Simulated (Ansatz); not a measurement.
# Fields on a plane of C (diamond)

```xyz
2
Lattice="0.0000 1.7801 1.7801 1.7801 0.0000 1.7801 1.7801 1.7801 0.0000" Properties=species:S:1:pos:R:3 pbc="T T T"
C      1.7801     1.7801     1.7801
C      2.6702     2.6702     2.6702
```

The slice is a {110} plane (indices of the conventional cell) through the point (0.500, 0.500, 0.500) (fractional), spanned by u = [100] and v = [1 -1 -1] in vectors of this cell: u (2.52 Å) and v (3.56 Å, at 90° to u). It covers one period; positions are fractions (u, v).

Atoms on it: C at (0.00, 0.00); C at (0.50, 0.75).

Method: r2SCAN (plane waves to 500 eV, PAW, scalar-relativistic; Ansatz, a program for electronic structure). k mesh 16×16×16. Near the nuclei the fields are pseudised (PAW); where an atom keeps semicore shells as valence, they peak there. C was relaxed with its symmetry unable to fall. The PAW data are Ansatz's earlier set.

```tsv
v \ u	0.00	0.09	0.17	0.26	0.35	0.43	0.52	0.61	0.70	0.78	0.87	0.96
0.88	x	x	<3.0	<3.0	x	x	x	x	<3.0	<3.0	x	x
0.75	7.4	7.1	4.4	<3.0	x	x	x	x	x	<3.0	6.3	7.4
0.62	11.4	10.8	8.3	<3.0	x	x	x	x	<3.0	6.1	9.8	11.2
0.50	11.9	11.8	11.3	10.3	8.9	7.7	7.4	8.2	9.7	10.9	11.6	11.9
0.38	11.4	11.4	11.6	11.7	11.6	11.4	11.4	11.5	11.6	11.7	11.5	11.4
0.25	7.4	7.9	9.3	10.6	11.5	11.8	11.9	11.7	11.1	10.0	8.6	7.5
0.12	x	x	<3.0	4.2	9.2	11.0	11.3	10.4	7.4	<3.0	x	x
0.00	x	x	x	<3.0	5.6	7.3	7.4	6.8	<3.0	x	x	x
```

Values: electrostatic potential energy of an electron, from the cell's mean, in eV. Points within 0.6 Å of a nucleus are blanked (x), as the pseudised field means little there. Values under 3 eV are set to 3. The zero, the cell's mean, hangs on the PAW cores.

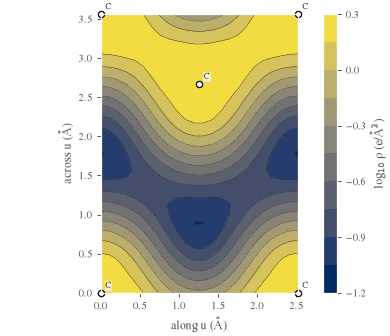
Fig. 1. Log₁₀ of the valence density in e/Å³, one period of the plane, atoms marked. The scale is logarithmic, as a density can span decades between atoms and voids.

Density on the C–C line (1.54 Å) at its midpoint: 1.67 e/Å³
ELF at that point: 0.9
ELF maximum in the middle third of the C–C line: 0.95, 0.8 Å from C
Character of the C–C contact (rough rule: ELF there above 0.7 covalent, below 0.2 ionic, polar between): shared-electron (covalent)
